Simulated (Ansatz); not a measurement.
# Single-point calculation, with input and output: Si5H2

The run: single-point calculation of Si5H2, multiplicity 3. Method and program: UKS B3LYP5/6-31++G** (Ansatz 0.2.0).

The geometry comes from this level: B3LYP-D4/def2-SVP. Figures and captions count atoms from 1; the log counts them from 0 in places.

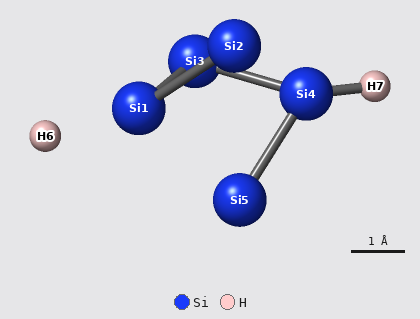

The input geometry (ball-and-stick view, seen at a tilt; atoms are numbered from 1 in the order of the input).

**Input file**
```yaml
crystal:
  periodic: [false, false, false]
  atoms:
    - {symbol: Si, position_ang: [0.476617, -0.236621, -1.480478]}
    - {symbol: Si, position_ang: [0.698878, -1.739608, 0.486158]}
    - {symbol: Si, position_ang: [-1.544529, -0.000156, -0.626631]}
    - {symbol: Si, position_ang: [-0.659003, 0.210356, 1.570541]}
    - {symbol: Si, position_ang: [0.967182, 1.539329, 0.354195]}
    - {symbol: H, position_ang: [1.108002, -0.046666, -3.220546]}
    - {symbol: H, position_ang: [-1.227387, 0.420285, 2.805822]}
basis:
  gaussian: {orbitals: "6-31++G**"}
magnetization: {spin_polarized: true, initial_magnetization: 2}
hamiltonian: {xc: {name: B3LYP5}}
output: {forces: true}
```

Machine: 4 threads of Arm Neoverse V2, 23 GiB of memory available, shared host.

Launch command:
```bash
ansatz run in.yaml --threads 4 --pin off --events-out ev --progress --plain --max-ram 3916MiB
```

**What the program printed**
```
Functional definition: B3LYP5
  name "B3LYP5"
  cite "Stephens, Devlin, Chabalowski & Frisch, J. Phys. Chem. 98, 11623 (1994) doi:10.1021/j100096a001"
  cite "Becke, Phys. Rev. A 38, 3098 (1988) doi:10.1103/PhysRevA.38.3098"
  cite "Lee, Yang & Parr, Phys. Rev. B 37, 785 (1988) doi:10.1103/PhysRevB.37.785"
  cite "Vosko, Wilk & Nusair, Can. J. Phys. 58, 1200 (1980) doi:10.1139/p80-159"
  parameter a0 = 0.2
  parameter ax = 0.72
  parameter ac = 0.81
  exchange = (1 - a0 - ax)*slater_x + ax*b88_x + a0*exact_x
  correlation = (1 - ac)*vwn5_c + ac*lyp_c
1059 factors; integrals over basis functions are off by at most 1.2e-3 eV
mean field evaluation 1: about -39404.3325 eV, gradient 1.9e1 eV
mean field evaluation 2: about -39398.7200 eV, gradient 3.2e1 eV
mean field evaluation 4: about -39407.6317 eV, gradient 4.2e0 eV
mean field evaluation 8: about -39407.9536 eV, gradient 4.3e-1 eV
mean field evaluation 16: about -39407.9646 eV, gradient 5.0e-2 eV
mean field evaluation 32: about -39407.9680 eV, gradient 4.8e-3 eV
mean field evaluation 64: about -39407.9680 eV, gradient 7.5e-6 eV
mean field evaluation 96: about -39407.5839 eV, gradient 1.3e0 eV
mean field -39407.96801876 eV, -1448.2161130094 hartree, gradient 9.9e-8 eV, S^2 2.012491; 9 other end points of the search recorded, 0 dependent functions left out
the calculation of the forces begins
reference -39407.96832770 eV, -1448.2161243625 hartree; 37, 35 occupied and 90, 92 virtual orbitals, 1059 factors
Total energy: -39407.96832770 eV, -1448.2161243625 hartree
Atom 0 at     0.476617    -0.236621    -1.480478 Å, force     1.892214     1.354231    -1.752870 eV/Å
Atom 1 at     0.698878    -1.739608     0.486158 Å, force    -0.373014     0.048022     0.076437 eV/Å
Atom 2 at    -1.544529    -0.000156    -0.626631 Å, force    -0.969956    -0.347722     0.985047 eV/Å
Atom 3 at    -0.659003     0.210356     1.570541 Å, force     1.816401    -0.103808    -4.138137 eV/Å
Atom 4 at     0.967182     1.539329     0.354195 Å, force    -0.194771    -0.683284    -0.203352 eV/Å
Atom 5 at     1.108002    -0.046666    -3.220546 Å, force    -1.071454    -0.462604     2.879645 eV/Å
Atom 6 at    -1.227387     0.420285     2.805822 Å, force    -1.099421     0.195166     2.153230 eV/Å
Dipole moment:    -0.159591     0.169634     0.061865 e Å
```

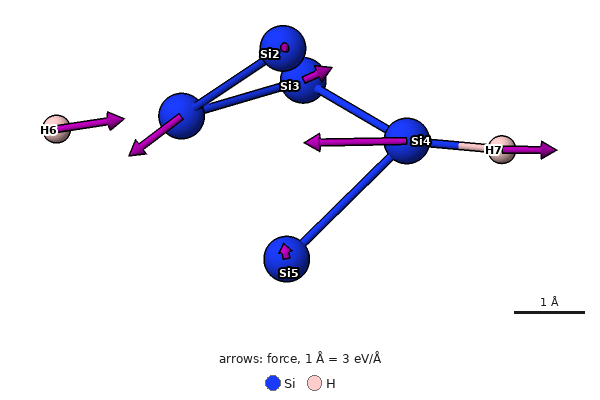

Forces on the atoms as pink arrows (ball-and-stick view, seen at a tilt; atoms are numbered from 1 in the order of the input). The largest act on Si4 (4.52 eV/Å); H6 (3.11 eV/Å); Si1 (2.91 eV/Å); H7 (2.43 eV/Å), among others. The geometry is not a stationary point of this energy.

**Results in brief**

```csv
quantity,value
outcome,converged
total energy,−39407.9683 eV
⟨S²⟩,2.012
SCF solution under orbital rotations,stable
largest force (length of the vector),4.520 eV/Å
dipole moment,1.16 D
wall time,29 s (CPU time 1.8 min)
peak memory,0.56 GiB
```
